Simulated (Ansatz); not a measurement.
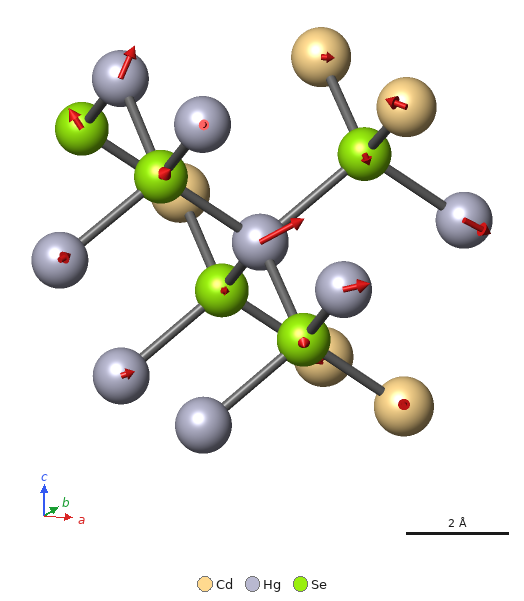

A relaxation of crystalline Cd12Hg20Se32 (a generated structure, set up in P1). The starting structure is drawn; red arrows show the displacements, magnified 10 times.

Style: ball-and-stick. Shown: the atoms within 5.0 Å of the atom that moves most (axes of the cell of the calculation), slightly off an axis.

Theory: DFT, PBEsol, PAW, plane waves in Ansatz. Set-up: plane-wave cutoff 420 eV; k-point mesh 1 × 1 × 1; mesh shifted by (0.25, 0.25, 0.25); no spin polarisation; cell relaxed at fixed shape; force threshold 0.03 eV/Å; at most 80 steps.

### What happened in the run?

A Hg atom moves most: 0.10 Å along [3 1 2]. By element the largest moves are Hg 0.10 Å, Se 0.09 Å, Cd 0.06 Å. The cell doesn't change. Near-neighbour distances that change, for instance: Hg–Se 2.730 → 2.631 Å, Hg–Se 2.602 → 2.666 Å, Hg–Se 2.726 → 2.668 Å, Hg–Se 2.622 → 2.671 Å. Among the angles between lasting bonds that change: Se–Hg–Se 107.9° → 110.7°, Cd–Se–Hg 111.1° → 108.9°. The space group stays P1 (No. 1). Over 5 geometry steps the energy falls by 4.0 meV per atom. Largest force component: 0.41 eV/Å at the start, 0.025 eV/Å at the end. The pressure goes from 0.08 to 0.00 GPa.
